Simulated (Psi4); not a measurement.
Energy and gradient calculation, with input and output: CH2P2 (charge +1) (part 2 of 2)

The same run, continued: CH2P2, charge +1, multiplicity 2; TPSS/def2-TZVP, UKS (Psi4 1.11). The geometry is that of the parent species in another charge or spin state. The geometry comes from this level: GFN2-xTB.

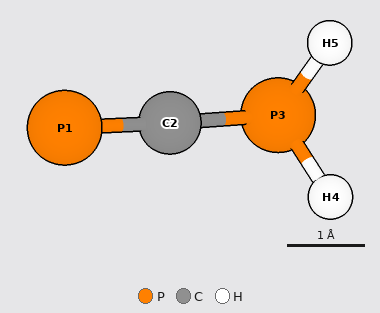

**Figure 1.** The input geometry (ball-and-stick view, seen at a tilt; atoms are numbered from 1 in the order of the input).

### Log, continued
```
  UHF NO Occupations:
  HONO-2 :   17  A 1.9993411
  HONO-1 :   18  A 1.9971901
  HONO-0 :   19  A 1.0000000
  LUNO+0 :   20  A 0.0028099
  LUNO+1 :   21  A 0.0006589
  LUNO+2 :   22  A 0.0002296
  LUNO+3 :   23  A 0.0000957

Computation Completed

Properties will be evaluated at   0.000000,   0.000000,   0.000000 [a0]

Properties computed using the SCF density matrix

 Multipole Moments:

 ------------------------------------------------------------------------------------
     Multipole            Electronic (a.u.)      Nuclear  (a.u.)        Total (a.u.)
 ------------------------------------------------------------------------------------

 L = 1.  Multiply by 2.5417464519 to convert [e a0] to [Debye]
 Dipole X            :         15.3802192          -15.7025470           -0.3223278
 Dipole Y            :         22.1893684          -22.5826429           -0.3932745
 Dipole Z            :        -43.1922628           44.0278408            0.8355780
 Magnitude           :                                                    0.9781363

 ------------------------------------------------------------------------------------

	total time  =        121 seconds =       2.02 minutes

         ------------------------------------------------------------
                                   SCF GRAD
         ------------------------------------------------------------

  ==> Geometry <==

    Molecular point group: c1
    Full point group: C1

    Geometry (in Angstrom), charge = 1, multiplicity = 2:

       Center              X                  Y                   Z               Mass
    ------------   -----------------  -----------------  -----------------  -----------------
         P           -0.184270000000    -1.526160000000     1.855470000000    30.973761998420
         C           -0.179400000000    -0.463280000000     0.711510000000    12.000000000000
         P           -0.345190000000     0.838030000000    -0.445400000000    30.973761998420
         H           -0.313860000000     0.025160000000    -1.585910000000     1.007825032230
         H            1.022730000000     1.126250000000    -0.535670000000     1.007825032230

  Nuclear repulsion =  112.277776165079047

  ==> Basis Set <==

  Basis Set: DEF2-TZVP
    Blend: DEF2-TZVP
    Number of shells: 45
    Number of basis functions: 117
    Number of Cartesian functions: 132
    Spherical Harmonics?: true
    Max angular momentum: 3

  ==> DirectJKGrad: Integral-Direct SCF Gradients <==

    Gradient:                    1
    J tasked:                  Yes
    K tasked:                   No
    wK tasked:                  No
    Integrals threads:           1
    Schwarz Cutoff:          1E-12

  ==> DFT Potential <==

   => LibXC <=

    Version 7.1.2

   => Composite Functional: TPSS <=

    TPSS Meta-GGA XC Functional

    Deriv               =              1
    GGA                 =           TRUE
    Meta                =           TRUE

    Exchange Hybrid     =          FALSE
    MP2 Hybrid          =          FALSE

   => Exchange Functionals <=

    1.0000   XC_MGGA_X_TPSS

   => Correlation Functionals <=

    1.0000   XC_MGGA_C_TPSS

   => LibXC Density Thresholds  <==

    XC_MGGA_C_TPSS:  1.00E-15
    XC_MGGA_X_TPSS:  1.00E-15

   => Molecular Quadrature <=

    Radial Scheme          =       TREUTLER
    Pruning Scheme         =           NONE
    Nuclear Scheme         =       TREUTLER

    Blocking Scheme        =         OCTREE
    BS radius alpha        =              1
    Pruning alpha          =              1
    Radial Points          =             99
    Spherical Points       =            590
    Total Points           =         276445
    Total Blocks           =           2085
    Max Points             =            256
    Max Functions          =            111
    Weights Tolerance      =       1.00E-15

  -Total Gradient:
     Atom            X                  Y                   Z
    ------   -----------------  -----------------  -----------------
       1       -0.000615000194     0.018116194256    -0.018341737825
       2        0.009165937498    -0.029983088971     0.019729389556
       3       -0.017998712380     0.027448064424    -0.005711291402
       4        0.014657429482     0.000392078665     0.009945249372
       5       -0.005211756436    -0.015972220864    -0.005619096240

	total time  =         20 seconds =       0.33 minutes

Properties will be evaluated at   0.000000,   0.000000,   0.000000 [a0]

Properties computed using the TPSS density matrix

 Multipole Moments:

 ------------------------------------------------------------------------------------
     Multipole            Electronic (a.u.)      Nuclear  (a.u.)        Total (a.u.)
 ------------------------------------------------------------------------------------

 L = 1.  Multiply by 2.5417464519 to convert [e a0] to [Debye]
 Dipole X            :         15.3802192          -15.7025470           -0.3223278
 Dipole Y            :         22.1893684          -22.5826429           -0.3932745
 Dipole Z            :        -43.1922628           44.0278408            0.8355780
 Magnitude           :                                                    0.9781363

 L = 2.  Multiply by 1.3450342976 to convert [e a0^2] to [Debye ang]
 Quadrupole XX       :        -33.1906264           12.9781939          -20.2124324
 Quadrupole XY       :         -5.1514178            5.4345052            0.2830874
 Quadrupole XZ       :         12.3422348          -12.9928155           -0.6505807
 Quadrupole YY       :       -186.4518206          171.5136786          -14.9381420
 Quadrupole YZ       :        174.7792926         -181.0387376           -6.2594450
 Quadrupole ZZ       :       -228.8976099          215.8950914          -13.0025186
 Traceless XX        :        116.3227259         -120.4841274           -4.1614014
 Traceless YY        :        -36.9384683           38.0513573            1.1128890
 Traceless ZZ        :        -79.3842576           82.4327700            3.0485124

 ------------------------------------------------------------------------------------

  Mayer Bond Indices:

  Total Bond Index:
  Irrep: 1 Size: 5 x 5

                 1                   2                   3                   4                   5

    1     0.00000000000000     2.32979770549267     0.23096531559343     0.03004385337021     0.03005940245964
    2     2.32979770549267     0.00000000000000     1.35575579742825     0.01954807188069     0.01954587598698
    3     0.23096531559343     1.35575579742825     0.00000000000000     0.89092302151634     0.89088827964336
    4     0.03004385337021     0.01954807188069     0.89092302151634     0.00000000000000    -0.00127571461297
    5     0.03005940245964     0.01954587598698     0.89088827964336    -0.00127571461297     0.00000000000000

  Alpha Contribution:
  Irrep: 1 Size: 5 x 5

                 1                   2                   3                   4                   5

    1     0.00000000000000     1.33359579332369     0.07891356096433     0.01535528500096     0.01535537592620
    2     1.33359579332369     0.00000000000000     0.54534623521493     0.00146900228444     0.00144069289406
    3     0.07891356096433     0.54534623521493     0.00000000000000     0.46020369948923     0.46021690395354
    4     0.01535528500096     0.00146900228444     0.46020369948923     0.00000000000000    -0.00181772102405
    5     0.01535537592620     0.00144069289406     0.46021690395354    -0.00181772102405     0.00000000000000

  Beta Contribution:
  Irrep: 1 Size: 5 x 5

                 1                   2                   3                   4                   5

    1     0.00000000000000     0.99620191216899     0.15205175462911     0.01468856836925     0.01470402653344
    2     0.99620191216899     0.00000000000000     0.81040956221332     0.01807906959625     0.01810518309292
    3     0.15205175462911     0.81040956221332     0.00000000000000     0.43071932202710     0.43067137568982
    4     0.01468856836925     0.01807906959625     0.43071932202710     0.00000000000000     0.00054200641107
    5     0.01470402653344     0.01810518309292     0.43067137568982     0.00054200641107     0.00000000000000

  Atomic Valences:

 #  #
 Irrep: 1
      1:    2.620866276915959
      2:    3.724647450788591
      3:    3.368532414181378
      4:    0.939239232154267
      5:    0.939217843476999

  Wiberg Bond Indices using Orthogonal Lowdin Orbitals:

  Total Bond Index:
  Irrep: 1 Size: 5 x 5

                 1                   2                   3                   4                   5

    1     0.00000000000000     2.87081189956841     0.37560591020134     0.02897995927610     0.02907717037964
    2     2.87081189956841     0.00000000000000     1.77152580559205     0.09634423136708     0.09655302561112
    3     0.37560591020134     1.77152580559205     0.00000000000000     0.91248147744308     0.91218403448228
    4     0.02897995927610     0.09634423136708     0.91248147744308     0.00000000000000     0.02136406233344
    5     0.02907717037964     0.09655302561112     0.91218403448228     0.02136406233344     0.00000000000000

  Alpha Contribution:
  Irrep: 1 Size: 5 x 5

                 1                   2                   3                   4                   5

    1     0.00000000000000     1.60946730253545     0.15692510562824     0.01466536200707     0.01470493450429
    2     1.60946730253545     0.00000000000000     0.79612715335037     0.04275115837481     0.04284312588381
    3     0.15692510562824     0.79612715335037     0.00000000000000     0.46870322543031     0.46857707524513
    4     0.01466536200707     0.04275115837481     0.46870322543031     0.00000000000000     0.01053138113542
    5     0.01470493450429     0.04284312588381     0.46857707524513     0.01053138113542     0.00000000000000

  Beta Contribution:
  Irrep: 1 Size: 5 x 5

                 1                   2                   3                   4                   5

    1     0.00000000000000     1.26134459703297     0.21868080457309     0.01431459726903     0.01437223587535
    2     1.26134459703297     0.00000000000000     0.97539865224168     0.05359307299227     0.05370989972731
    3     0.21868080457309     0.97539865224168     0.00000000000000     0.44377825201277     0.44360695923715
    4     0.01431459726903     0.05359307299227     0.44377825201277     0.00000000000000     0.01083268119802
    5     0.01437223587535     0.05370989972731     0.44360695923715     0.01083268119802     0.00000000000000

  Atomic Valences:

 #  #
 Irrep: 1
      1:    3.304474939425483
      2:    4.835234962138660
      3:    3.971797227718747
      4:    1.059169730419701
      5:    1.059178292806478

    Psi4 run time: 0:02:20.95
```

This output came from the following input.

### Input file (ch2p2.dat)
```
memory 1600 MB

molecule {
  1 2
  P     -0.184270    -1.526160     1.855470
  C     -0.179400    -0.463280     0.711510
  P     -0.345190     0.838030    -0.445400
  H     -0.313860     0.025160    -1.585910
  H      1.022730     1.126250    -0.535670
  symmetry c1
  no_reorient
  no_com
}

set basis def2-TZVP
set reference uks
set puream true
set e_convergence 1e-09
set d_convergence 1e-08
set scf_type pk
set dft_radial_points 99
set dft_spherical_points 590
set maxiter 200

energy_value, wavefunction = gradient("tpss", return_wfn=True)
oeprop(wavefunction, "MAYER_INDICES", "WIBERG_LOWDIN_INDICES", "QUADRUPOLE", title="TPSS")
```

Launched with:
```bash
psi4 -i ch2p2.dat -o ch2p2.out -n 1
```

### Key numbers

- outcome: converged
- total energy: −721.710454 hartree
- basis functions: 117
- largest force: 1.905 eV/Å
- ⟨S²⟩: 0.758
- hardware: 1 thread of Intel Xeon @ 2.50GHz (Skylake/Cascade Lake), 64 GiB of memory available, shared host
- wall time: 2.4 min
- peak memory: 0.7 GiB
